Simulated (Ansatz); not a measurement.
**FH6OW (doublet): density, localisation and related maps**

```xyz
9

W     0.5347   -0.0867    0.6173
H    -1.1847   -0.9896    0.6969
F     2.3732    0.2030    0.3686
H    -0.4529    1.2877    0.5033
H    -1.4040   -0.1829    0.5969
H     0.2778   -1.5301   -0.2729
H    -0.2603    0.1103   -0.8865
O     0.2287   -0.0104    2.5092
H    -0.4970    0.3976    3.0144
```

Core potentials replace the inner electrons of W.

Level of theory: Ansatz 0.2.0, UKS PBE-D4/def2-SVP.

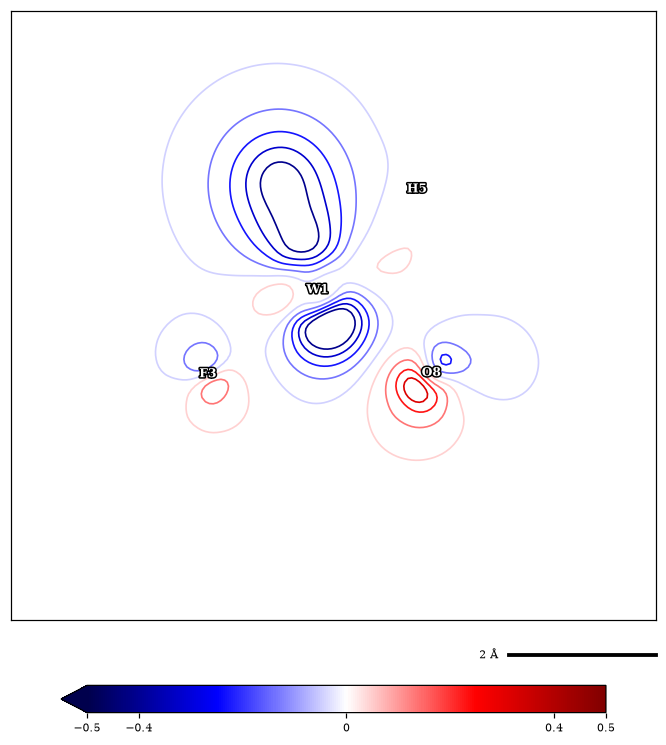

Figure 1. The HOMO−1 (α) on the plane of atoms F3, W1 and O8 (values in Å⁻³ᐟ²; the overall sign is arbitrary).

> Where does this orbital lie, and at what energy?

By Hirshfeld shares it lies mainly on W1 (about 50 %), H7 (about 30 %) and H4 (about 10 %). Its energy is −7.30 eV.

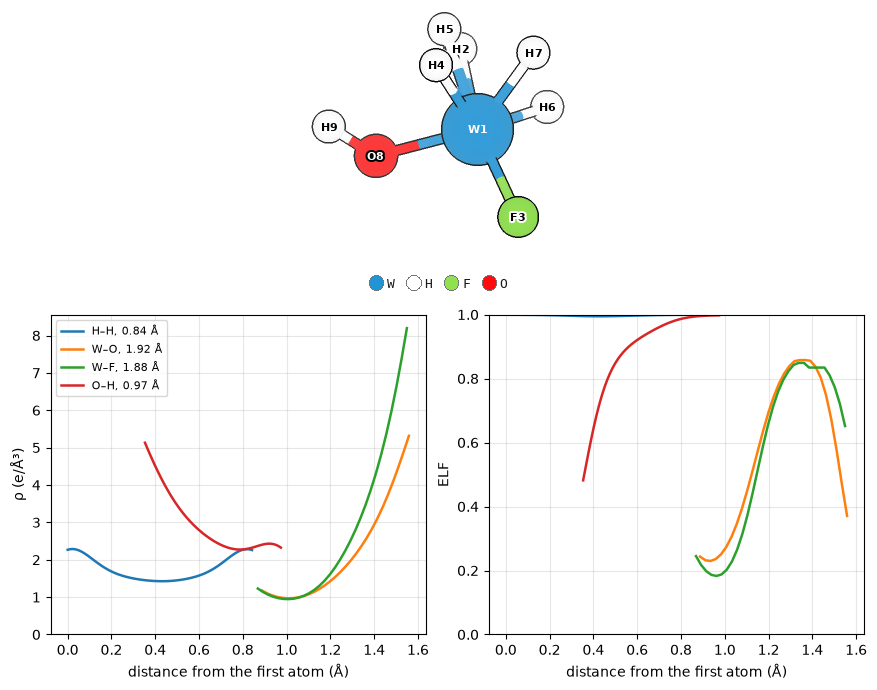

Figure 2. Electron density and ELF along straight lines between neighbouring atoms. The curves leave out the atomic cores. The structure is drawn too.

> What can be read from the curves?

H2···H5 (0.84 Å): the density falls to about 1.4 e/Å³ on the way; the ELF is about 1 at the midpoint.
W–O (1.92 Å): the density is about 1 e/Å³ at the midpoint; the ELF peaks at about 0.85 in the valence shell of O, 0.6 Å from its nucleus, and drops to about 0.25 between the two atoms.
W–F (1.88 Å): the density is about 1 e/Å³ at the midpoint; the ELF peaks at about 0.85 in the valence shell of F, 0.5 Å from its nucleus, and drops to about 0.20 between the two atoms.
O–H (0.97 Å): ρ at the midpoint is about 3.6 e/Å³; the ELF climbs to about 1 towards the hydrogen, as it does in any bond to H (a covalent bond by its length).

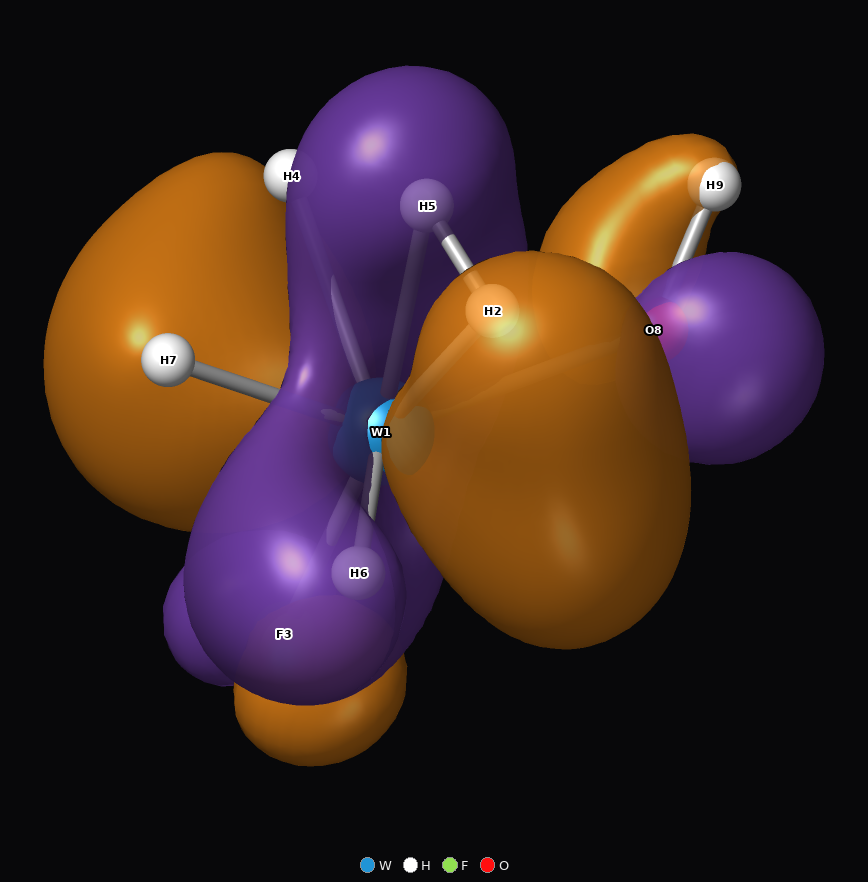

Figure 3. The LUMO (β) at ±0.08 Å⁻³ᐟ² (orange and purple are the two phases), seen at an oblique angle.

> What is the character of this orbital?

It lies mainly on W1 (about 70 %) and O8 (about 10 %). Its energy is −3.43 eV.
